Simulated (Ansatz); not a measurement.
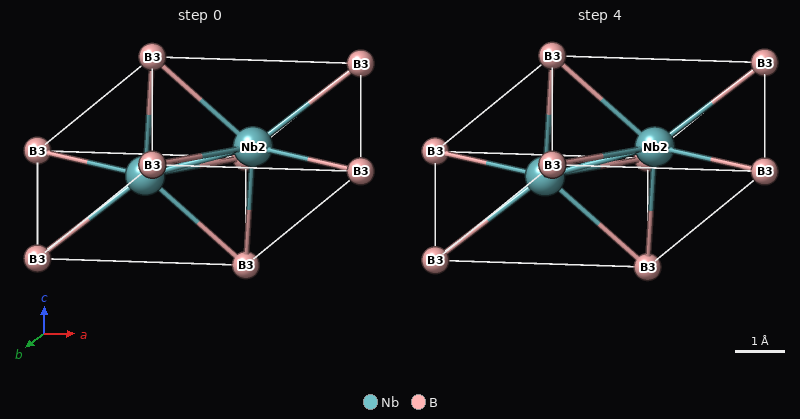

The structure of solid Nb2B (a generated structure, set up in P6/mmm) (coarse preliminary run) before (left) and after (right) a relaxation, at one scale.

Style: ball-and-stick. Shown: the cell of the calculation, from a free direction.

Theory: DFT PBE, scalar-relativistic, plane waves, PAW (Ansatz).

Input file:
```yaml
crystal:
  lattice:
    - [4.31615145, 0.0, 0.0]
    - [-2.15807573, 3.7378968, 0.0]
    - [0.0, 0.0, 2.64580084]
  atoms:
    - { symbol: Nb, position: [0.33333333, 0.66666667, 0.5] }
    - { symbol: Nb, position: [0.66666667, 0.33333333, 0.5] }
    - { symbol: B, position: [0.0, 0.0, 0.0] }
basis:
  ecutwfc: 420
kpoints:
  mp_grid: { grid: [6, 6, 6] }
hamiltonian:
  xc: pbe
scf:
  occupations: { method: gaussian, width: 0.1 }
  lower_state_search: "off"
output:
  forces: true
  stress: true
  eigenvalues: true
relax:
  adjacent_minimum: "off"
  f_tol: 0.04
  max_steps: 70
  cell: { stress_tol: 0.4 }
```

Command:
```bash
ansatz run input.yaml --threads 1 --pin off --max-ram 2048MiB --backend cpu --events-out ev --progress --plain --runs-dir out
```

Q: Summarise the run.

A: The energy falls by 18.6 meV per atom in 3 accepted moves (4 points after the start). All forces vanish by symmetry, so only the cell relaxes. The pressure goes from 8.57 to 0.04 GPa. At 1 point the geometry stayed and the basis and grid were re-selected for the new cell (energy shift of 0.3 meV per atom at most each time). The atoms keep their places relative to the cell (all moves are under 0.005 Å). The drawn cell changes as follows: a = b 4.316 → 4.397 Å (+1.9 %), c 2.646 → 2.673 Å (+1.0 %); the volume changes by +4.8 %. Among the contacts that change: Nb1–B3 2.821 → 2.869 Å, Nb1–Nb2 2.492 → 2.539 Å, Nb1–Nb1 2.646 → 2.673 Å. The space group stays P6/mmm (No. 191). The run took 8.5 s on 1 thread of AMD EPYC 7R43 64-Core Processor (Zen 3), with other jobs on the host, peak memory 0.37 GiB.

Limits of the set-up: the k-point mesh is coarse for a cell with partly filled bands.
